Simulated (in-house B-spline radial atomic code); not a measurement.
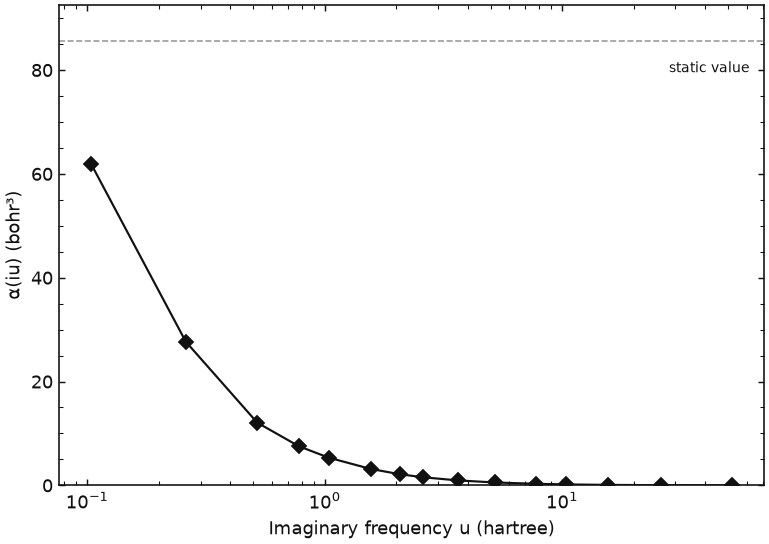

Dipole polarisability at imaginary frequency of Ce²⁺, [Xe] 6s². Relativistic RPA on Dirac–Hartree–Fock, no-pair Dirac–Coulomb, finite nucleus, computed with a B-spline radial code. Speed of light scaled by 100.

Question: Describe the response.

Answer: The static dipole polarisability is 85.7 bohr³; α(iu) falls to half of it near u = 0.17 hartree. The Casimir–Polder integral gives C₆ = 999 hartree bohr⁶ for two such species.

Caveat: not the ground configuration; RPA unstable for a multipole; RPA puts the weak triplet-like excitations of an outer s2 shell too low.
